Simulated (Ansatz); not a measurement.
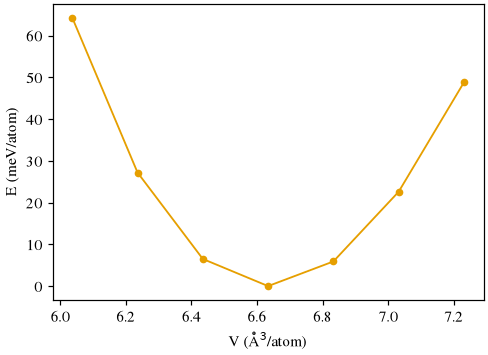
*C in space group P4_2/mmc (No. 131; C on 2e, C on 4i) under volume change, DFT-PBEsol in the program Ansatz with PAW potentials, shape and atoms relaxed at each volume.*

What does a third-order Birch–Murnaghan fit give for V₀, B₀ and B′?

V₀ = 6.63 Å³/atom, B₀ = 332 GPa, B′ = 3.7.

The start of the workflow was typed in or built on a structure type; neither database checked (COD, Materials Project) lists it. It is not the phase usual at ambient conditions (space group No. 194, 227). Symmetry was held in the PBEsol relaxation; of distortions, only those at the zone centre were tested.

Potentials: the later of the program's two PAW sets.
